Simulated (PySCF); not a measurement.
## A series of small molecules: silyl halides SiH3X

Gas-phase molecules at GFN2-xTB geometries (not checked as minima at the level of the calculation), B3LYP/def2-SVPD with PySCF. The ionisation energy is E(cation) − E(neutral) at fixed geometry, without spin-orbit coupling; where the highest orbital is degenerate, the cation is one component. LUMO energies depend on the basis. GFN2-xTB bonds to atoms past the second row can be off by 0.02 to 0.07 Å and angles by up to several degrees, which can move orbital and ionisation energies by up to 0.5 eV and charges by 0.01 to 0.02 e, so small steps and misses may come from the geometries. Volumes are summed on a coarse grid and good to about 2 %. Core potentials replace the inner electrons of I. Electronegativities are Pauling's, radii Cordero's.

```tsv
molecule	electronegativity of X	covalent radius of X (Å)	Hirshfeld charge of the central atom (e)	HOMO energy (eV)	vertical ionisation energy (eV)	HOMO–LUMO gap (eV)	volume inside the 0.001 a.u. surface (Å³)
SiH3I	2.66	1.39	0.321	−7.35	9.91	6.20	104
SiH3Br	2.96	1.20	0.343	−8.12	10.82	7.43	91
SiH3Cl	3.16	1.02	?	?	?	?	?
SiH3F	3.98	0.57	0.443	−9.68	12.59	9.21	64
```

The results for SiH3Cl are withheld.

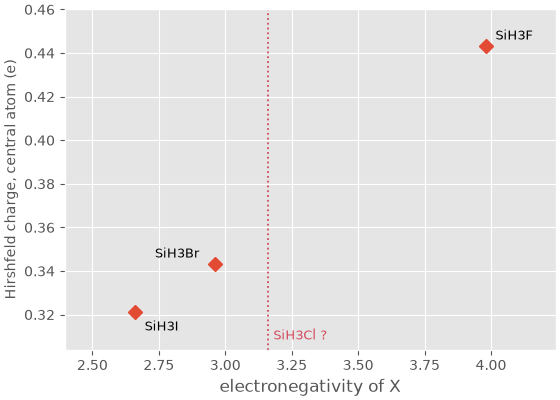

Q: What does the trend of the Hirshfeld charge of the central atom with the electronegativity of X predict for SiH3Cl?

A: A least-squares line through the three given members is y = 0.0686 + 0.0939 x, with R² = 1.00 and a scatter of 0.0045 e; SiH3Br lies farthest from it (−0.003 e). At x = 3.16 it gives 0.365 e. For a new member the 90 % prediction interval is ±0.033 e, wide since three points leave one degree of freedom.

Q: What did the calculation give?

A: The calculation gives 0.351 e, 0.014 e below the estimate (3.2 times the scatter, 12 % of the range of the series): inside the prediction interval. Its other results: HOMO energy −8.83 eV, vertical ionisation energy 11.50 eV, HOMO–LUMO gap 8.50 eV and volume inside the 0.001 a.u. surface 82 Å³.

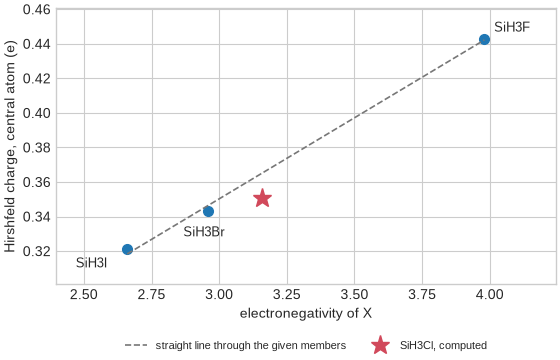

Over the series −ε(HOMO) lies 2.56 to 2.92 eV below the ionisation energy from total-energy differences, since this functional puts filled levels too high (delocalisation error). The pairing was chosen among those with R² above 0.96; series and pairings with weaker trends are left out of this set.

The single runs took from 3.3 s to 60 s, on 1 thread of shared hosts (AMD EPYC 9R45 96-Core Processor (Zen 5), Intel(R) Xeon(R) Platinum 8259CL CPU @ 2.50GHz (Skylake/Cascade Lake) and Intel(R) Xeon(R) Platinum 8375C CPU @ 2.90GHz (Ice Lake)).
